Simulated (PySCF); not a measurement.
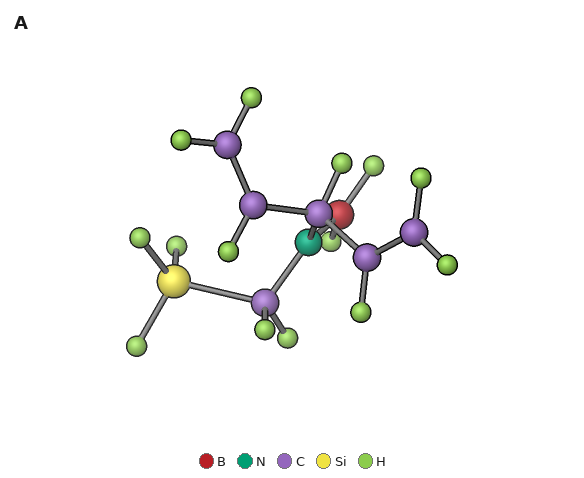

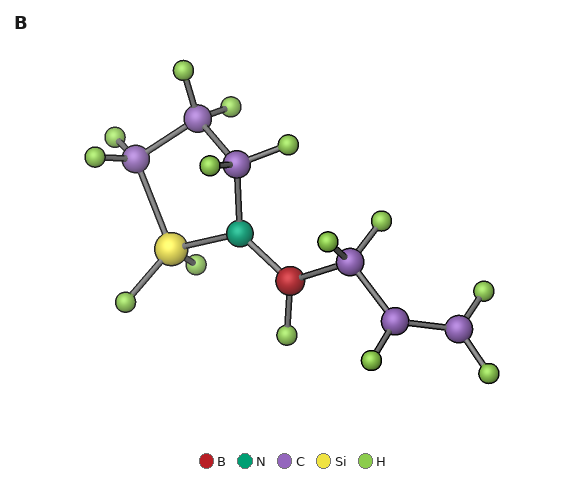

2 stationary structures of one formula. Geometries: GFN2-xTB. Electronic energies: PBE0/pcSseg-1 (PySCF 2.14.0), without zero-point energy. No frequency run is at hand to confirm each as a minimum. Each is one conformer, not always the lowest.

**How are they related?**

They are constitutional isomers of C6H14BNSi: A `BN(C[SiH3])C(C=C)C=C`, B `C=CCBN1CCC[SiH2]1`.

**Which structure is the most stable?**

B is lowest; A lies 56.6 kcal/mol above it.

The geometry is semi-empirical. Around B, Si such bond lengths and angles can be off by a tenth of an ångström or more and by several degrees, and values that hang on the shape move with them.
